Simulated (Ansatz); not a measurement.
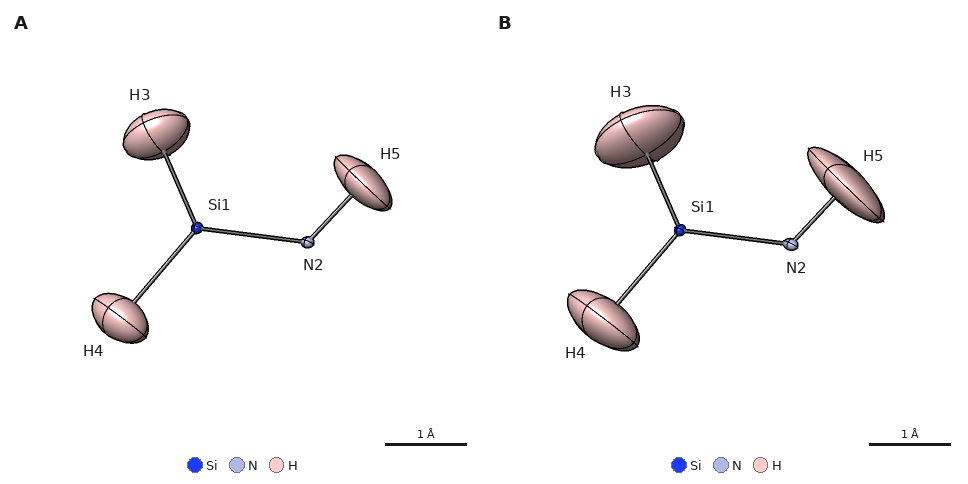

Displacement ellipsoids at the 50 % level, scaled by 2, from the internal vibrations of the free molecule (harmonic, no overall translation or rotation; no half-axis is drawn under 0.075 Å). Vibrations computed with RKS PBE0-D4/def2-TZVP (Ansatz 0.2.0). One panel is for 298 K, the other for 900 K.

### Which panel is for 900 K?

B.

### How much does the mean-square displacement of H5 grow, and why?

U_eq goes from 0.0159 to 0.0288 Å², a factor of 1.8. Modes below kT (626 cm⁻¹ at 900 K) grow about in proportion to T, and the lowest lies at 572 cm⁻¹; the mean-square amplitude of a mode is its zero-point value times coth(ħω/2kT), which comes close to 1 only above about 3kT.
